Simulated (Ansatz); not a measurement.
```yaml
atoms:
  - { symbol: C, position_ang: [0.8359, 0.1157, -0.8673] }
  - { symbol: Cl, position_ang: [-0.9479, -1.4870, 2.1269] }
  - { symbol: In, position_ang: [-0.6355, -1.4670, -0.2613] }
  - { symbol: H, position_ang: [1.8030, -0.2081, -0.4567] }
  - { symbol: H, position_ang: [0.4882, 1.0371, -0.3790] }
  - { symbol: H, position_ang: [0.8715, 0.2160, -1.9585] }
```

Geometry: r2SCAN-D4/def2-SVP; core potentials replace the inner electrons of In.

Level of theory: isolated molecule in a Gaussian basis; Kohn-Sham density functional theory, functional PBE0 in Ansatz 0.2.0.

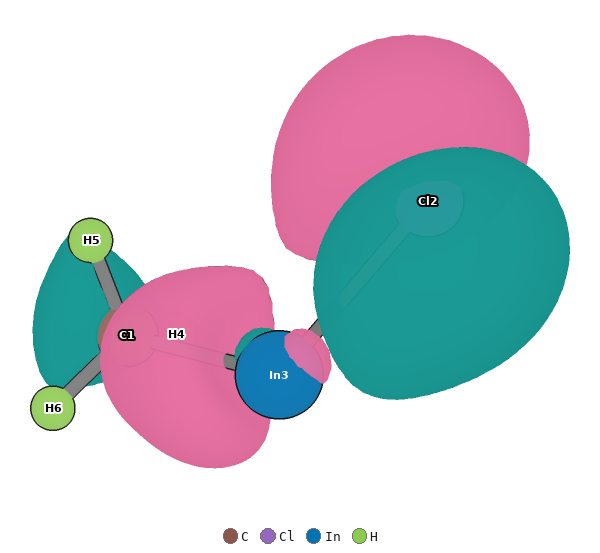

CH3ClIn (SMILES [CH3][In][Cl]) (doublet). The HOMO−1 (β) at ±0.08 Å⁻³ᐟ² (teal and pink are the two phases), seen at a tilt.

**Where does this orbital lie, and at what energy?**

Its weight (Hirshfeld) is mainly on Cl2 (about 80 %), In3 (about 10 %) and C1 (about 5 %); largely a lone pair of Cl2. Its energy is −8.35 eV.
